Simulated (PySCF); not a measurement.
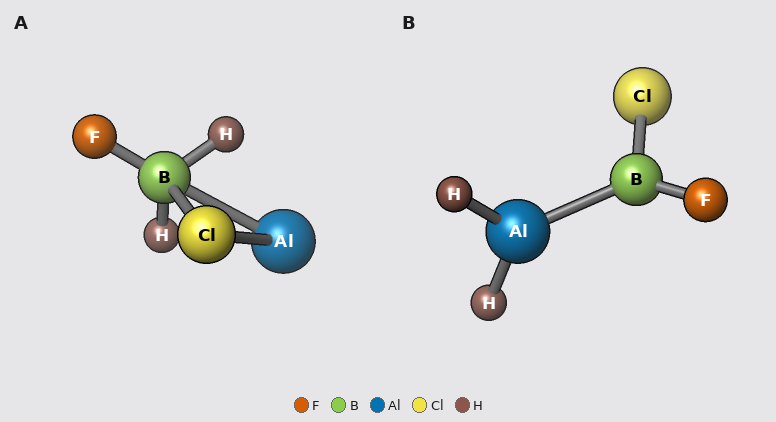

2 stationary structures of one formula. Geometries: PBE-D4/def2-SVP. Electronic energies: PBE-D4/def2-SVP (PySCF 2.14.0), without zero-point energy. No frequency run is at hand to confirm each as a minimum.

Which structure is the most stable?

Answer. A is lowest (Cs); B lies 13.4 kcal/mol above it (Cs).
